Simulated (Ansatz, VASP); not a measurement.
# Cross-check of BaTiO3 between VASP and Ansatz

One calculation is typed for both programs; each brings its own data sets and cutoff. How far apart do they land? The cell comes out of the VASP series on this material, whose earlier steps may have relaxed, scaled or displaced it; both programs get it as it stands.

Program: Ansatz 0.2.0. Level of theory: plane waves, with VASP 6.6.1 beside it; zone-centre phonons at r2SCAN. Results are calculated unless marked as measured.

## (1) Starting point

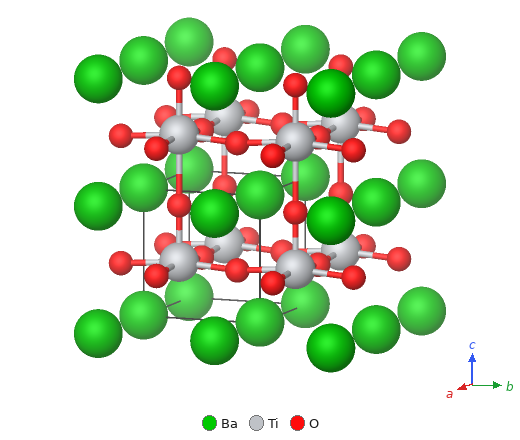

The starting structure, seen slightly off an axis (barium green, titanium light grey, oxygen red). 2×2×2 cells are drawn. Some periodic images of atoms are drawn too.

## (2) Ansatz: zone-centre phonons, r2SCAN

Ansatz runs on its default PAW (the set named soft_2) files.

Second derivatives magnify differences that forces hide, and they need a tight electronic threshold.

Input file input.yaml:

```yaml
crystal:
  lattice:
    - [3.9873869246, 0.0, 0.0]
    - [0.0, 3.9873869246, 0.0]
    - [0.0, 0.0, 4.1187101708]
  atoms:
    - { symbol: Ba, position: [0.0, 0.0, 0.0066704939] }
    - { symbol: Ti, position: [0.5, 0.5, 0.5251820461] }
    - { symbol: O, position: [0.5, 0.5, 0.9706868149] }
    - { symbol: O, position: [0.5, 0.0, 0.4872303225] }
    - { symbol: O, position: [0.0, 0.5, 0.4872303225] }
hamiltonian:
  xc: r2scan
  pseudopotentials: { kind: paw }
kpoints:
  mp_grid: { grid: [5, 5, 5] }
scf:
  occupations: { method: gaussian, width: 0.05 }
phonons:
  method: dfpt
  qpoints: [[0, 0, 0]]
```

Launch:

```console
ansatz run input.yaml --threads 4 --pin off --max-ram 9216MiB --backend cpu --events-out ev --progress --plain --runs-dir out
```

Numbers of over 12 decimals in the logs are rounded to 6 here.

Output:

```text
Engine: ansatz 0.2.0, aarch64-unknown-linux-gnu
Pseudopotentials: kind: paw
Pseudopotential: Ba, paw, valence charge 10, recommended cutoff 500 eV (meta_gga), Ba.paw.azcp
Pseudopotential: Ti, paw, valence charge 12, recommended cutoff 500 eV (meta_gga), Ti.paw.azcp
Pseudopotential: O, paw, valence charge 6, recommended cutoff 500 eV (meta_gga), O.paw.azcp
Functional definition: r2SCAN
  parameter k0 = 0.174
  parameter k1 = 0.065
  parameter a1 = 4.9479
  exchange = r2scan_x(k0 = k0, k1 = k1, a1 = a1)
  correlation = r2scan_c
Crystal: 5 atoms, lattice volume = 65.484 Å³
Basis set: ecut = 500 eV, 1663 PW (Γ), exchange–correlation on 240×240×256 points (512 copies of the dense FFT grid, shifted against one another)
Bands: 25, of which v1, the nominal top of the filled ones, is band 20 counted from 1 (19 counted from 0)
Symmetry: 8 space group operations
k-points: 63 of 125 (irreducible under 1 space group operation, time reversal used)
Non-local potential: Ba, projectors of the file, l = 0: 3, l = 1: 2, l = 2: 2, l = 3: 2
Non-local potential: Ti, projectors of the file, l = 0: 3, l = 1: 2, l = 2: 3, l = 3: 1
Non-local potential: O, projectors of the file, l = 0: 2, l = 1: 2, l = 2: 1
PAW form: soft (Blöchl's): semilocal exchange-correlation on the pseudo side does not see the compensation charge
PAW frozen core: Ba, regenerated for the run's functional (the file was generated under x = pbe(κ = 0.804, μ = 0.219515), c = pbe(β = 0.066725))
PAW frozen core: Ti, regenerated for the run's functional (the file was generated under x = pbe(κ = 0.804, μ = 0.219515), c = pbe(β = 0.066725))
PAW frozen core: O, regenerated for the run's functional (the file was generated under x = pbe(κ = 0.804, μ = 0.219515), c = pbe(β = 0.066725))
PAW one-centre angular grid: Ba, 302 points (default); XC on 160 Gauss nodes
PAW one-centre angular grid: Ti, 590 points (default); XC on 160 Gauss nodes
PAW one-centre angular grid: O, 302 points (default); XC on 160 Gauss nodes
Initial density: superposition of atomic densities (neutral atoms: chi_scale 0, normalization atom), corrected by the library's trained network
Initial wavefunctions: pseudopotential atomic-orbital guess
Functional: x = r2scan, c = r2scan; τ floored in thin density (d = 2e-4 eV/Å³)
SCF iter   1: F=—  HF=-10183.729433 eV  |F-HF|=—  |Δ(HF+E_count)|=         —  Δρ=2.11e-2  dr2=3.69e-1  dr2_τ=2.39e-1  ethr=1.77e-3  ⟨swp⟩=6.0  Hψ=7893  notcnv=0
preconditioner: auto → Resta (q_TF=auto, 2.513 Å⁻¹)  ε∞=5.0  [insulator: Δε(μ)=2.860 eV  Ē_g=13.040 eV  σ=0.050 eV  W_gap=1.00  n_scr=18 (ndim 8)  ℏωp=26.0 eV  f_vac=0.000  D(μ)=0.00/eV (n_scr^D=0)  ε∞_Penn≈5.0]
SCF iter   2: F=—  HF=-10183.830681 eV  |F-HF|=—  |Δ(HF+E_count)|=   1.01e-1  Δρ=1.13e-2  dr2=5.19e-2  dr2_τ=2.05e-2  ethr=9.22e-4  ⟨swp⟩=3.3  Hψ=3485  notcnv=0  defer=63
SCF iter   3: F=—  HF=-10183.823561 eV  |F-HF|=—  |Δ(HF+E_count)|=   7.12e-3  Δρ=3.58e-3  dr2=5.73e-3  dr2_τ=4.28e-4  ethr=1.30e-4  ⟨swp⟩=2.0  Hψ=2332  notcnv=0  defer=63
SCF iter   4: F=—  HF=-10183.822795 eV  |F-HF|=—  |Δ(HF+E_count)|=   7.65e-4  Δρ=1.52e-3  dr2=1.08e-3  dr2_τ=1.72e-4  ethr=1.43e-5  ⟨swp⟩=2.0  Hψ=2769  notcnv=0  defer=63
SCF iter   5: F=—  HF=-10183.822649 eV  |F-HF|=—  |Δ(HF+E_count)|=   1.47e-4  Δρ=3.65e-4  dr2=6.65e-5  dr2_τ=6.69e-6  ethr=2.69e-6  ⟨swp⟩=2.0  Hψ=2016  notcnv=0  defer=63
SCF iter   6: F=—  HF=-10183.822653 eV  |F-HF|=—  |Δ(HF+E_count)|=   4.18e-6  Δρ=1.67e-4  dr2=1.58e-5  dr2_τ=2.48e-6  ethr=1.66e-7  ⟨swp⟩=2.0  Hψ=2423  notcnv=0  defer=63
SCF iter   7: F=—  HF=-10183.822646 eV  |F-HF|=—  |Δ(HF+E_count)|=   6.77e-6  Δρ=5.50e-5  dr2=2.17e-6  dr2_τ=1.14e-7  ethr=3.94e-8  ⟨swp⟩=2.0  Hψ=2144  notcnv=0  defer=63
SCF iter   8: F=—  HF=-10183.822642 eV  |F-HF|=—  |Δ(HF+E_count)|=   3.99e-6  Δρ=1.88e-5  dr2=2.65e-7  dr2_τ=1.70e-8  ethr=5.42e-9  ⟨swp⟩=2.1  Hψ=2221  notcnv=0  defer=63
SCF iter   9: F=—  HF=-10183.822642 eV  |F-HF|=—  |Δ(HF+E_count)|=   3.55e-8  Δρ=4.69e-6  dr2=1.58e-8  dr2_τ=2.70e-10  ethr=6.62e-10  ⟨swp⟩=2.3  Hψ=1951  notcnv=0  defer=63
SCF iter  10: F=—  HF=-10183.822642 eV  |F-HF|=—  |Δ(HF+E_count)|=   2.43e-9  Δρ=5.06e-7  dr2=1.62e-10  dr2_τ=3.72e-12  ethr=3.94e-11  ⟨swp⟩=2.3  Hψ=2140  notcnv=0  defer=63
SCF iter  11: F=-10183.822642 eV  HF=-10183.822642 eV  |F-HF|=9.09e-12  |Δ(HF+E_count)|=  1.27e-11  Δρ=5.12e-8  dr2=1.23e-12  dr2_τ=2.63e-13  ethr=1.00e-12  ⟨swp⟩=9.7  Hψ=10321  notcnv=0
SCF 1 converged in 11 iterations: F = -10183.822642 eV  dr2 = 1.23e-12
  greatest PAW one-centre occupation: 0.999 electrons in one spin orbital (limit 2), on the Ti atom at site 1 (counted from 0), in its partial waves of l = 0
DFPT response loops at Γ: preconditioner auto → none (the input reference at scf.mixing.eps_inf says where Resta's filter doesn't serve); β = 0.50; Broyden in place of MSR1
SCF converged after 11 iterations
Free energy (F): -10183.822642 eV
Harris-Foulkes:  -10183.822642 eV  (|F-HF|=9.09e-12)
Internal energy: -10183.822642 eV  (E = F + TS)
E sigma→0 (E₀):  -10183.822642 eV
Fermi energy:    10.870413 eV
--- Per-component energies (eV) ---
  E_band       = -185.283160
  E_kinetic    = 972.839537
  E_local      = -2139.828795  (includes V_loc(G=0)·N_el)
  E_nonlocal   = 199.582284
  E_hartree    = 835.050028
  E_xc         = -474.976329
  E_vxc        = -603.867347  (∫ρ·V_xc dr)
  E_paw        = -6784.988498  (= ΣΔE_a)
  E_vpaw       = -320.954806  (= ΣTr[D̂ρ^β])
  E_aug_tail   = 0.003149  (compensation charges beyond the density's cutoff)
  E_vtau       = 36.842725  (kinetic-family band-sum trace: ∫τ·v_τ [+ j·A + Jᵃ·Aᵃ] dr)
  E_ewald      = -2791.225154
  E_core_change = -0.278864  (= ΣΔE_core)
  E_smearing   = -0.000000  (= −TS)
  E_closure    = 0.000000  (closes the sum)
  Σ components = -10183.822642   (vs F -10183.822642, Δ=0.00e0)
--- Band table (eV; the first three rows and the last of 63) ---
  k-point 0: bands = [... 16 lower, 8.5513, 9.1976, 9.3939, 9.3939, 12.0485, 12.4854, 12.4854, 14.2072, ... 1 higher]
  k-point 1: bands = [... 16 lower, 8.3076, 8.6392, 9.3017, 9.3017, 12.0835, 12.9210, 12.9210, 14.2042, ... 1 higher]
  k-point 2: bands = [... 16 lower, 7.9634, 7.9701, 9.1522, 9.1522, 12.1419, 13.5800, 13.5800, 14.2034, ... 1 higher]
  k-point 62: bands = [... 16 lower, 7.6317, 8.6768, 8.8787, 9.1196, 13.1756, 13.7078, 13.7548, 15.5100, ... 1 higher]
--- Phonons (Γ-DFPT): 9 representative perturbations + reference, on 63 of 125 k-points (Σ response iterations 68) ---
  k mesh reduced under 1 symmetry operation, with k and −k counted as one. Each operation leaves every solved perturbation unchanged. A smaller set is not considered because the functional reads the kinetic-energy density
  ASR residual: 5.142e-4 → 0.000e0 eV/Å²; symmetrization residual: 3.865e-6 eV/Å²
  ASR residual per site (eV/Å²): 8.75e-6 5.14e-4 1.41e-4 1.21e-4 1.21e-4
  Γ frequencies (cm⁻¹): -170.53 -170.53 0.00 0.00 0.00 163.24 171.76 171.76 293.44 301.97 301.97 344.36 465.58 465.58 528.23
  non-analytic LO–TO correction: not included (Born effective charges unavailable; polar crystals: no LO–TO splitting at Γ)
--- Phonons (arbitrary-q DFPT): 1 explicit q-point ---
  q = [0, 0, 0] (of the zone-centre solve; hermiticity 5.72e-7, symmetrization 1.74e-9): -170.53 -170.53 -0.00 0.00 0.00 163.24 171.76 171.76 293.44 301.97 301.97 344.36 465.58 465.58 528.23
  sum rule: each row above includes the acoustic sum rule's correction from the zone centre's row sums; it moved no ω² by more than (1.71 cm⁻¹)²
```

It took 2.1 min on 4 threads of Arm Neoverse V1, shared host; peak memory 3.6 GiB.

[end of part 1 of 2]

[Lines on the potential files, build, host, timing and source positions are cut from VASP's logs without a mark.]

[Logs are printed without paths, hosts, clocks, repeated set-up lines and the standing remarks that a program may print on its own settings, such as how far it seeks lower states.]

[Hosts, paths, dates, database ids (printed as entryN), source tags and the programs' standing remarks are cut or masked in the printed files.]
